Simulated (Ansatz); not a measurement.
# CH3AlFN: the cost of one run

Program: Ansatz 0.2.0, driven from Python. Level of theory: PBE0/def2-SVP. These are calculated values, not measurements.

**1. The system**

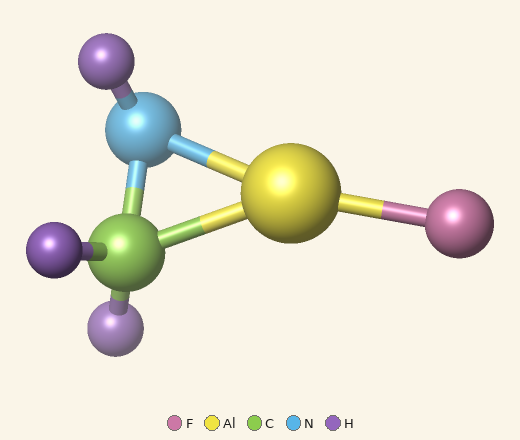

The starting structure, viewed from a chosen angle; fluorine pink, aluminium yellow, carbon green, nitrogen blue, hydrogen purple.

The script holds or builds the structure itself.

**2. Script**

The input, ch3alfn.py:

```python
"""Potential curve of CH3AlFN along one bond."""

import ansatz as az
import numpy as np

GEOMETRY = """
F    -0.75380   -2.58150    1.23630
Al   -0.16570   -1.13390    0.29760
C     0.20920    0.73610    0.22970
N    -0.39320    0.31210   -0.97220
H     1.29450    1.03020    0.02540
H    -0.38690    1.41900    0.86550
H     0.25710    0.15000   -1.72810
"""


def main() -> None:
    geometry = az.Crystal.molecule()
    for line in GEOMETRY.strip().splitlines():
        symbol, *xyz = line.split()
        geometry = geometry.atom(symbol, [float(v) for v in xyz])

    symbols = [site.symbol for site in geometry.cartesian_sites]
    start = np.array([site.position_ang for site in geometry.cartesian_sites])
    axis = (start[4] - start[2]) / np.linalg.norm(start[4] - start[2])
    moving = [4]
    lengths, energies = [1.006, 1.051, 1.097, 1.143, 1.189, 1.234, 1.28, 1.349], []
    for length in lengths:
        xyz = start.copy()
        xyz[moving] += (length - np.linalg.norm(start[4] - start[2])) * axis
        point = az.Crystal.molecule()
        for symbol, xyz in zip(symbols, xyz):
            point = point.atom(symbol, xyz.tolist())
        calc = (
            point.calculation()
            .basis(gaussian="def2-SVP")
            .functional("pbe0")
            .accuracy("medium")
        )
        r = calc.run().report
        energies.append(r["free_energy_ev"])
        print(f"r = {length:6.3f} A  E = {energies[-1]:.5f} eV  <S^2> = {abs(r['mean_field']['state']['spin_squared']):.3f}")

    # quartic fit about the minimum
    fit = np.polynomial.Polynomial.fit(lengths, np.array(energies) - min(energies), 4).convert()
    roots = [r.real for r in fit.deriv().roots() if abs(r.imag) < 1e-9 and fit.deriv(2)(r.real) > 0]
    r_e = min(roots, key=lambda r: abs(r - lengths[int(np.argmin(energies))]))
    print(f"minimum of the fit at {r_e:.4f} A, force constant {fit.deriv(2)(r_e):.2f} eV/A^2")


if __name__ == "__main__":
    main()
```

**3. What the engine is handed**

The package turns the script's settings into the engine's input (first run):

```yaml
crystal:
  periodic: [false, false, false]
  atoms:
    - { symbol: F, position_ang: [-0.7538, -2.5815, 1.2363] }
    - { symbol: Al, position_ang: [-0.1657, -1.1339, 0.2976] }
    - { symbol: C, position_ang: [0.2092, 0.7361, 0.2297] }
    - { symbol: "N", position_ang: [-0.3932, 0.3121, -0.9722] }
    - { symbol: H, position_ang: [1.1645401008914469, 0.9949828191948535, 0.049864025972429185] }
    - { symbol: H, position_ang: [-0.3869, 1.419, 0.8655] }
    - { symbol: H, position_ang: [0.2571, 0.15, -1.7281] }
accuracy: medium
basis:
  gaussian:
    orbitals: def2-SVP
hamiltonian:
  xc: pbe0
```

**4. The run**

Run with:

```bash
$ python ch3alfn.py
```

**Question.** How long does this script take on 1 thread of Arm Neoverse V1, shared host, and how much memory does it need?

About 16 s, with a peak of 0.2 GiB.
